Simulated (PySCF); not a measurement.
```
atom    x (Å)    y (Å)    z (Å)
   C   3.4139   0.7337  -1.4357
   C   2.2878   0.5068  -1.0974
   C   0.9323   0.2533  -0.6592
   B   0.6958  -1.2700  -0.2359
   N  -0.5777  -1.7301   0.0321
   C  -1.8202  -0.9843  -0.0127
   C  -1.8623   0.1451   1.0463
   B  -0.9441   1.3365   0.5538
   C   0.6147   1.1916   0.5632
   H   4.4000   0.9167  -1.7430
   H   0.2685   0.5398  -1.4866
   H   1.5920  -2.0153  -0.1054
   H  -0.7005  -2.6698   0.3760
   H  -2.6518  -1.6736   0.1578
   H  -1.9509  -0.5465  -1.0085
   H  -2.9053   0.4423   1.1679
   H  -1.5363  -0.2884   1.9939
   H  -1.4396   2.2608   0.0258
   H   1.1413   2.1356   0.4099
   H   1.0373   0.7265   1.4545
```

Geometry: GFN2-xTB.

These are results of PySCF 2.14.0, PBE0/pcSseg-1, SCF density, gas phase, non-relativistic, not measurements.

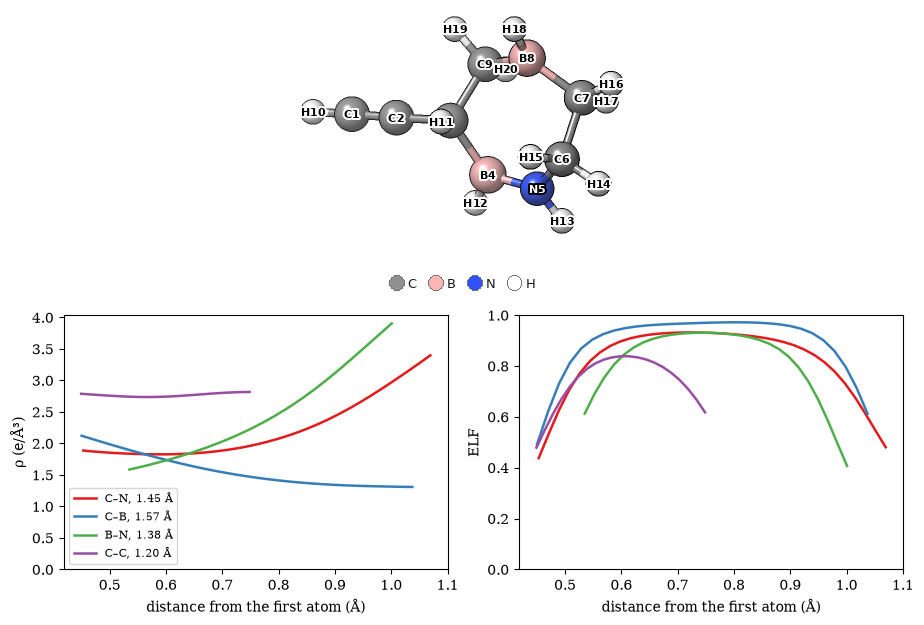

C6H11B2N (SMILES C#C[C@H]1BNCCBC1). Electron density and ELF along straight lines between neighbouring atoms. The curves leave out the atomic cores. The structure is drawn too.

Compare the contacts.

Answer. C–N (1.45 Å): ρ is about 1.9 e/Å³ halfway; the ELF peaks at about 0.95 between the atoms: a covalent bond.
C–B (1.57 Å): ρ is about 1.4 e/Å³ halfway; the ELF peaks at about 1 between the atoms; a covalent bond.
B–N (1.38 Å): ρ at the midpoint is about 2 e/Å³; the ELF peaks at about 0.95 between the atoms (a short, strongly polar bond).
C–C (1.20 Å): ρ is about 2.7 e/Å³ halfway; the ELF peaks at about 0.85 between the atoms (a multiple bond).
